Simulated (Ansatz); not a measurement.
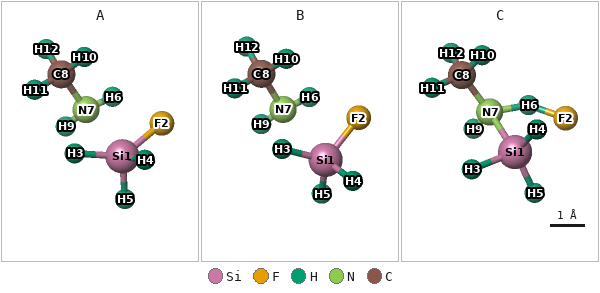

3 geometries from a converged minimum-energy path of CH₈FNSi, made up of SiH3F and CH5N, shuffled. The picture is a ball-and-stick view, seen from a free direction.

The calculation used RKS B3LYP-D4/def2-SVP in Ansatz. Set-up: 5 movable images; climbing image; force threshold 0.05 eV/Å; iteration limit 60; starting path through a guess of the saddle point.

Which of them lies highest in energy?

Answer. C. In order along the path, whose images run from 0 to 6: B (image 1, +1.0 kcal/mol), A (image 2, +9.3 kcal/mol), C (image 4, +27.8 kcal/mol). Breaking: H6–N7 (1.02 → 1.20 at the top → 1.68 Å), Si1–F2 (1.64 → 2.14 at the top → 3.19 Å). Forming: F2–H6 (2.74 → 1.23 at the top → 0.96 Å), Si1–N7 (2.62 → 1.88 at the top → 1.77 Å).

Limits of the set-up: the start holds two separate molecules, 2.6 Å apart at their closest, whose relative position is a soft coordinate.
